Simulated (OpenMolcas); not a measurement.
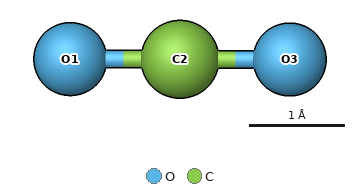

The input geometry (ball-and-stick view, seen on its broad side; atoms are numbered from 1 in the order of the input).

# Single-point calculation, with input and output: CO₂ (charge +1) (part 1 of 3)

CO₂, charge +1, multiplicity 2, computed with PBE/cc-pVTZ, UKS (OpenMolcas 26.06).

The geometry is that of the parent species in another charge or spin state. The geometry comes from this level: PBE0-D4/def2-TZVP.

### Log
```
--- Start Module: gateway ---

                                              &GATEWAY

                       available to each process: 1.9 GB of memory, 1 thread

 Basis Set     1 Label: O.CC-PVTZ....
 Basis set is read from library:.
 basistype.tbl is not found

 Basis Set     2 Label: C.CC-PVTZ....
 Basis set is read from library:.
 basistype.tbl is not found

++    Symmetry information:
      ---------------------

                    Character Table for C1

                             E
                    a        1  x, y, xy, Rz, z, xz, Ry, yz, Rx, I
--

++    Basis set information:
      ----------------------

      Basis set label: O.CC-PVTZ.........

      Electronic valence basis set:
      ------------------
      Associated Effective Charge   8.000000 au
      Associated Actual Charge      8.000000 au
      Nuclear Model: Point charge

      Shell  nPrim  nBasis  Cartesian Spherical Contaminant
         s      10       4        X
         p       5       3        X
         d       2       2                 X
         f       1       1                 X

      Basis set label: C.CC-PVTZ.........

      Electronic valence basis set:
      ------------------
      Associated Effective Charge   6.000000 au
      Associated Actual Charge      6.000000 au
      Nuclear Model: Point charge

      Shell  nPrim  nBasis  Cartesian Spherical Contaminant
         s      10       4        X
         p       5       3        X
         d       2       2                 X
         f       1       1                 X
--

++    Molecular structure info:
      -------------------------

                    ************************************************
                    **** Cartesian Coordinates / bohr, angstrom ****
                    ************************************************

     Center  Label                x              y              z                     x              y              z
        1      O1               0.702260      -2.063392       0.166731              0.371620      -1.091900       0.088230
        2      O3              -0.702506       2.063297      -0.166844             -0.371750       1.091850      -0.088290
        3      C2               0.000227       0.000094       0.000132              0.000120       0.000050       0.000070

                    ***************************************
                    *    InterNuclear Distances / bohr    *
                    ***************************************

               1 O1            2 O3            3 C2
    1 O1       0.000000
    2 O3       4.371979        0.000000
    3 C2       2.185997        2.185983        0.000000

                    *******************************************
                    *    InterNuclear Distances / angstrom    *
                    *******************************************

               1 O1            2 O3            3 C2
    1 O1       0.000000
    2 O3       2.313552        0.000000
    3 C2       1.156780        1.156772        0.000000

                    **************************************
                    *    Valence Bond Angles / degree    *
                    **************************************
                          Atom centers                 Phi
                      1 O1       3 C2       2 O3       179.98
--

            Nuclear Potential Energy             58.55471184 au

--- Stop Module: gateway /rc=_RC_ALL_IS_WELL_ ---

--- Start Module: seward ---

                                              &SEWARD

                       available to each process: 1.9 GB of memory, 1 thread

               SEWARD will generate:
                  Multipole Moment integrals up to order  2
                  Kinetic Energy integrals
                  Nuclear Attraction integrals (point charge)
                  One-Electron Hamiltonian integrals
                  Velocity integrals
                  Orbital angular momentum around ( -0.0000  -0.0000  -0.0000 )
                  Velocity quadrupole around ( -0.0000  -0.0000  -0.0000 )
                  Two-Electron Repulsion integrals

                   Integrals are discarded if absolute value <: 1.00E-14
                   Integral cutoff threshold is set to       <: 1.00E-16

            Nuclear Potential Energy             58.55471184 au

      Basis set specifications :
      Symmetry species         a
      Basis functions           90

--- Stop Module: seward /rc=_RC_ALL_IS_WELL_ ---
--- Module seward spent 4 seconds ---

--- Start Module: scf ---

                                                &SCF

                       available to each process: 1.9 GB of memory, 1 thread

++    Input section:
      --------------

      Header of the integral files:

      Cartesian coordinates in angstrom:
      -----------------------------------------------------
      No.  Label        X            Y            Z
      -----------------------------------------------------
       1   O1         0.37162000  -1.09190000   0.08823000
       2   O3        -0.37175000   1.09185000  -0.08829000
       3   C2         0.00012000   0.00005000   0.00007000
      -----------------------------------------------------
      Nuclear repulsion energy =   58.55471184
--

++    Orbital specifications:
      -----------------------

      Symmetry species               1
                                     a
      Frozen orbitals                0
      Start temperature = 0.500
      End temperature   = 0.010
      Temperature Factor= 0.460
      Deleted orbitals               0
      Total number of orbitals      90
      Number of basis functions     90
--

      Molecular charge                           1.000

      Numerical integration parameters
      --------------------------------
      Radial quadrature type:                         MHL
      Size of radial grid:                            99
      Lebedev angular grid:                           41
      Angular grid pruned with the crowding factor:  1.00E+10
                                 and fading factor:  1.00E+01
      Screening threshold for integral computation:   1.00E-11
      Radial quadrature accuracy:                     1.00E-25
      Maximum batch size:                             128
      AO values are stored on disk
      The same grid will be used for all iterations.

      DFT functional specifications
      -----------------------------
      Using Libxc version: 6.2.2
      Please cite the following reference:
      S. Lehtola, C. Steigemann, M. J.T. Oliveira, and M. A.L. Marques.,  SoftwareX 7, 1–5 (2018) doi:10.1016/j.softx.2017.11.002

      * Perdew, Burke & Ernzerhof
        - J. P. Perdew, K. Burke, and M. Ernzerhof.,  Phys. Rev. Lett. 77, 3865 (1996) doi:10.1103/PhysRevLett.77.3865
        - J. P. Perdew, K. Burke, and M. Ernzerhof.,  Phys. Rev. Lett. 78, 1396 (1997) doi:10.1103/PhysRevLett.78.1396
      * Perdew, Burke & Ernzerhof
        - J. P. Perdew, K. Burke, and M. Ernzerhof.,  Phys. Rev. Lett. 77, 3865 (1996) doi:10.1103/PhysRevLett.77.3865
        - J. P. Perdew, K. Burke, and M. Ernzerhof.,  Phys. Rev. Lett. 78, 1396 (1997) doi:10.1103/PhysRevLett.78.1396

++    Optimization specifications:
      ----------------------------

      SCF Algorithm: Conventional USCF
      D(i)-D(i-1) density differences are used
      Number of density matrices in core                 5
      Maximum number of NDDO SCF iterations            400
      Maximum number of HF SCF iterations              400
      Threshold for SCF energy change             1.00E-10
      Threshold for density matrix                1.00E-07
      Threshold for Fock matrix                   1.00E-07
      Threshold for linear dependence             1.00E-09
      Threshold at which DIIS is turned on        1.50E-01
      Maximum depth in the DIIS procedure                5
      Maximum depth in the BFGS Hessian update          30
      Threshold at which QNR/C2DIIS is turned on  7.50E-02
      Threshold for Norm(delta) (QNR/C2DIIS)      1.00E-05
      All orbitals punched on: UHFORB
--

      Input vectors read from INPORB
      Orbital file label: *Guess orbitals

++ Convergence information
                               UHF PBE        iterations: Energy and convergence statistics

Iter     Tot. PBE        One-elec.       Two-elec.     Energy      Max Dij or  Max Fij      DNorm      TNorm      AccCon     Time
         Energy          Energy          Energy        Change      Delta Norm                                                in Sec.
   1  -185.013983563  -380.938684518   137.369989119   0.00E+00    2.44E-01*   1.76E+00*    8.81E+00   1.25E+02   None         3.
   2  -186.346133191  -384.540704284   139.639859257  -1.33E+00*   3.73E-01*   1.69E-01*    1.00E+01   1.26E+02   EDIIS        2.
   3  -187.156353019  -385.084060893   139.372996039  -8.10E-01*   6.48E-01*   3.13E-01*    6.05E+00   1.27E+02   EDIIS        2.
   4  -186.570566241  -391.128010185   146.002732108   5.86E-01*   5.68E-02*   1.93E-01*    4.99E+00   1.28E+02   EDIIS        2.
   5  -187.956630959  -386.087611444   139.576268650  -1.39E+00*   7.30E-02*   3.03E-02*    1.60E+00   1.27E+02   EDIIS        2.
   6  -187.961087692  -387.254453305   140.738653777  -4.46E-03*   6.05E-02*   1.96E-02*    6.53E-01   1.27E+02   EDIIS        2.
   7  -187.961320264  -386.748415107   140.232383007  -2.33E-04*   2.74E-02*   1.21E-02*    3.44E-01   1.27E+02   EDIIS        2.
   8  -187.963323881  -386.642098487   140.124062771  -2.00E-03*   1.57E-02*   6.46E-03*    1.42E-01   1.27E+02   EDIIS        2.
   9  -187.963638536  -386.971729910   140.453379538  -3.15E-04*   2.10E-02*   4.80E-03*    1.16E-01   1.27E+02   EDIIS        2.
  10  -187.963609887  -386.813289476   140.294967754   2.86E-05*   1.05E-02*   4.92E-03*    6.10E-02   1.27E+02   EDIIS        2.
  11  -187.963976880  -386.792593175   140.273904460  -3.67E-04*   6.95E-03*   2.09E-03*    3.88E-02   1.27E+02   EDIIS        2.
  12  -187.964077834  -386.856746836   140.337957167  -1.01E-04*   6.11E-03*   1.99E-03*    3.25E-02   1.27E+02   EDIIS        2.
  13  -187.964064493  -386.803376952   140.284600623   1.33E-05*   2.33E-03*   1.36E-03*    5.23E-02   1.27E+02   EDIIS        2.
  14  -187.965722870  -386.830275772   140.309841067  -1.66E-03*   2.76E-02*   1.55E-02*    1.17E+00   1.27E+02   EDIIS        2.
  15  -187.967730404  -386.840872266   140.318430026  -2.01E-03*   9.42E-02*   9.86E-03*    2.91E-01   1.27E+02   EDIIS        2.

       Fermi aufbau procedure completed!
      nOcc(alpha)=   11
      nOcc(beta) =   10

  16  -187.965139587  -386.840813925   140.320962502   2.59E-03*   2.88E-02*   5.61E-03*    1.82E-01   1.27E+02   c2DIIS       2.
  17  -187.967881864  -386.839472694   140.316878995  -2.74E-03*   1.07E-01*   6.85E-03*    5.54E-02   1.27E+02   QNRc2DIIS    2.
  18  -187.965839639  -386.839735692   140.319184217   2.04E-03*   8.07E-02*   2.71E-02*    1.60E-01   1.27E+02   QNRc2DIIS    2.
  19  -187.968002349  -386.839804695   140.317090511  -2.16E-03*   2.52E-03*   2.77E-04*    1.26E-01   1.27E+02   QNRc2DIIS    2.
  20  -187.968002934  -386.842038488   140.319323718  -5.86E-07*   1.85E-03*   3.21E-04*    5.76E-03   1.27E+02   QNRc2DIIS    2.
  21  -187.968003121  -386.838740570   140.316025614  -1.86E-07*   9.55E-04*   2.48E-04*    3.59E-03   1.27E+02   QNRc2DIIS    2.
  22  -187.968003440  -386.840402721   140.317687446  -3.19E-07*   7.83E-05*   1.48E-05*    2.05E-03   1.27E+02   QNRc2DIIS    2.
  23  -187.968003442  -386.840296129   140.317580853  -1.74E-09*   2.46E-05*   3.38E-06*    1.64E-04   1.27E+02   QNRc2DIIS    2.
  24  -187.968003442  -386.840340251   140.317624974  -1.42E-10*   5.35E-06    5.04E-07*    5.40E-05   1.27E+02   QNRc2DIIS    2.
  25  -187.968003442  -386.840320276   140.317604999  -3.47E-12    1.67E-06    2.72E-07*    1.27E-05   1.27E+02   QNRc2DIIS    2.
  26  -187.968003442  -386.840332065   140.317616788  -7.67E-13    4.73E-07    8.85E-08     5.33E-06   1.27E+02   QNRc2DIIS    2.

       Convergence after  26 Iterations
--

 *****************************************************************************************************************************
 *                                             SCF/KS-DFT Program, Final results                                             *
 *                                                       Final Results                                                       *
 *****************************************************************************************************************************

::    Total KS-DFT energy                            -187.9680034418
      One-electron energy                            -386.8403320650
      Two-electron energy                             140.3176167878
      Nuclear repulsion energy                         58.5547118354
      Kinetic energy (interpolated)                   187.1413338767
      Virial theorem                                    1.0044173542
      Total spin, S(S+1)                                0.7607611891
      Total spin, S                                     0.5053661965
      Max non-diagonal density matrix element           0.0000001228
      Max non-diagonal Fock matrix element              0.0000000333

      All orbitals with orbital energies smaller than  E(LUMO)+0.5 are printed

++    Molecular orbitals:
      -------------------

      Title: UKS-DFT orbitals (alpha)

      Molecular orbitals for symmetry species 1: a
```
